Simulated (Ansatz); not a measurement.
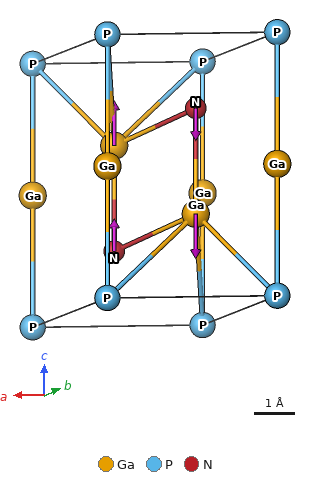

This is a relaxation of solid Ga3PN2 (a generated structure, set up in P-3m1) (coarse preliminary run). The starting structure is drawn; purple arrows show the displacements (the part carried along by the change of the cell is left out), at their true length.

A ball-and-stick model of the cell of the calculation, seen from a free direction.

All numbers below come from Ansatz 0.2.0, DFT PBE, scalar-relativistic, plane waves, PAW. Settings: plane-wave cutoff 420 eV; k-point mesh 6 × 6 × 4; occupations gaussian; smearing width 0.1 eV; no spin polarisation; cell and atoms relaxed; force threshold 0.04 eV/Å; at most 70 steps.

Question: Atoms of which element are displaced furthest, and by how much?

Answer: Gallium: up to 1.17 Å, against 0.85 Å for nitrogen.

Question: What happened in the run?

Answer: The largest moves relative to the cell, 1.17 Å, are those of Ga atoms. By element the largest moves are Ga 1.17 Å, N 0.85 Å. P stays in place. Cell: a = b 4.290 → 3.166 Å (−26.2 %), c 6.762 → 8.404 Å (+24.3 %). Volume −32.3 %. Among the contacts that change: Ga–N 2.712 → 3.689 Å, Ga–P 3.429 → 2.548 Å, Ga–P 3.381 → 4.202 Å, Ga–N 3.005 → 2.221 Å. New bonds form, among them: Ga–N (3.01 → 2.22 Å). The space group stays P-3m1 (No. 164). After 14 accepted moves (17 points after the start) the energy has fallen by 7.977 eV per cell of the calculation. The largest force component goes from 1.2 to 0.02 eV/Å. Pressure: −10.43 GPa at the start and 0.08 GPa at the end. The line search rejected the trial step at point 9 of the run. At 2 points the geometry stayed and the basis and grid were re-selected for the new cell (energy shift of 92.8 meV per cell of the calculation at most each time).
